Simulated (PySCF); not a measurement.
**Run report: BSiH$_{3}$O$_{5}$, core-level calculation**

BSiH$_{3}$O$_{5}$, computed with delta-SCF UKS SCAN, pcX-2 on the ionised atom, pcseg-1 elsewhere, spin-free X2C (PySCF 2.14.0).

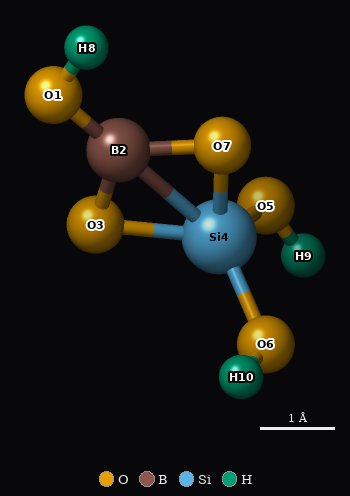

Figure 1. The structure (ball-and-stick view, seen at a tilt; atoms are numbered from 1 in the order of the input). Bond lengths as drawn: B–O 1.34 to 1.40 Å, B–Si 2.10 Å, H–O 0.96 Å and O–Si 1.63 to 1.69 Å.

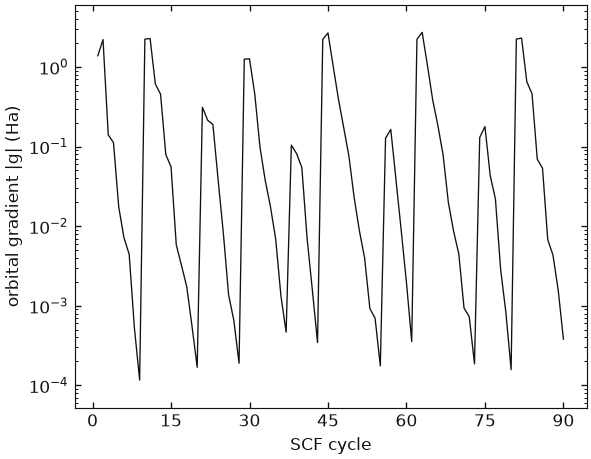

Figure 2. Convergence of the self-consistent field: orbital gradient |g| against the SCF cycle. All cycles printed in the log are drawn one after another.

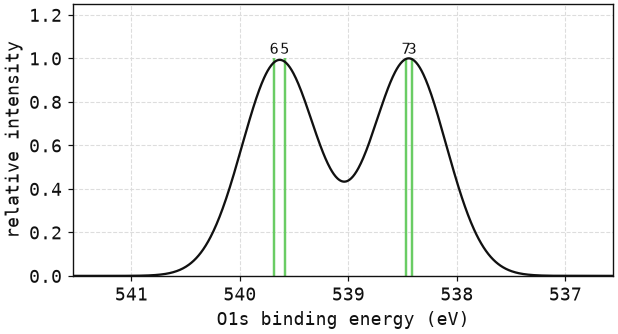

Figure 3. O1s binding energies by ΔSCF of the atoms computed, labelled by atom number, with a Gaussian envelope of 0.8 eV full width. They run from 538.41 eV (atom 3) to 539.68 eV (atom 6).

The input and output of the run follow.

Input
```
{"job": {"kind": "xps", "holes": 5}, "charge": 0, "multiplicity": 1}
O      2.473613    -0.478377     0.759503
B      1.205711    -0.218497     0.399476
O      0.061876    -0.791877     0.953506
Si    -0.780716     0.180239    -0.140806
O     -1.685339     1.376801     0.489047
O     -1.709981    -0.599977    -1.237508
O      0.772340     0.658627    -0.605396
H      3.098970     0.044671     0.247011
H     -2.619723     1.378282     0.263145
H     -1.357837    -1.396872    -1.644180
```

The first line tells a small driver script what to run in PySCF; the rest is the geometry in Å.

Run as:
```bash
OMP_NUM_THREADS=1 python <driver script> task.json out
```

Output
```
ground state, core basis on atom 2 (O), 148 functions
  cycle   1  E = -692.86080142  |g| = 1.38e+00
  cycle   2  E = -692.32181209  |g| = 2.20e+00
  cycle   3  E = -693.19842541  |g| = 1.40e-01
  cycle   4  E = -693.19980609  |g| = 1.12e-01
  cycle   5  E = -693.20203979  |g| = 1.75e-02
  cycle   6  E = -693.20209097  |g| = 7.16e-03
  cycle   7  E = -693.20210228  |g| = 4.44e-03
  cycle   8  E = -693.20210383  |g| = 5.26e-04
  cycle   9  E = -693.20210205  |g| = 1.17e-04
  E(ground) = -693.25099848 Eh
hole in O 1s of atom 2
  cycle   1  E = -672.59834503  |g| = 2.23e+00
[... 10 cycles left out ...]
  E(ion) = -673.46468506 Eh   <S^2> = 0.7626   hole on atom = 1.000   binding energy = 538.413 eV
ground state, core basis on atom 3 (Si), 159 functions
[... 8 cycles left out ...]
  E(ground) = -693.30540922 Eh
hole in Si 2p of atom 3
[... 9 cycles left out ...]
  E(ion) = -689.28137967 Eh   <S^2> = 0.7511   hole on atom = 1.003   binding energy = 109.499 eV
  2p3/2 = 109.281 eV   2p1/2 = 109.906 eV
ground state, core basis on atom 4 (O), 148 functions
[... 6 cycles left out ...]
  E(ground) = -693.25059562 Eh
hole in O 1s of atom 4
[... 12 cycles left out ...]
  E(ion) = -673.42115657 Eh   <S^2> = 0.7610   hole on atom = 1.000   binding energy = 539.587 eV
ground state, core basis on atom 5 (O), 148 functions
[... 6 cycles left out ...]
  E(ground) = -693.24984629 Eh
hole in O 1s of atom 5
[... 12 cycles left out ...]
  E(ion) = -673.41682011 Eh   <S^2> = 0.7614   hole on atom = 1.000   binding energy = 539.684 eV
ground state, core basis on atom 6 (O), 148 functions
[... 7 cycles left out ...]
  E(ground) = -693.25055130 Eh
hole in O 1s of atom 6
  cycle   1  E = -672.59320423  |g| = 2.23e+00
  cycle   2  E = -671.99569958  |g| = 2.30e+00
  cycle   3  E = -673.26408031  |g| = 6.50e-01
  cycle   4  E = -673.33425525  |g| = 4.59e-01
  cycle   5  E = -673.41048038  |g| = 6.93e-02
  cycle   6  E = -673.41113724  |g| = 5.35e-02
  cycle   7  E = -673.41220588  |g| = 6.76e-03
  cycle   8  E = -673.41221704  |g| = 4.34e-03
  cycle   9  E = -673.41222303  |g| = 1.57e-03
  cycle  10  E = -673.41222480  |g| = 3.81e-04
  E(ion) = -673.46218634 Eh   <S^2> = 0.7623   hole on atom = 1.000   binding energy = 538.469 eV
```

Summary

| quantity | value |
| --- | --- |
| outcome | converged |
| hardware | 1 CPU thread, shared host |
| wall time | 32 s |
| peak memory | 0.54 GiB |
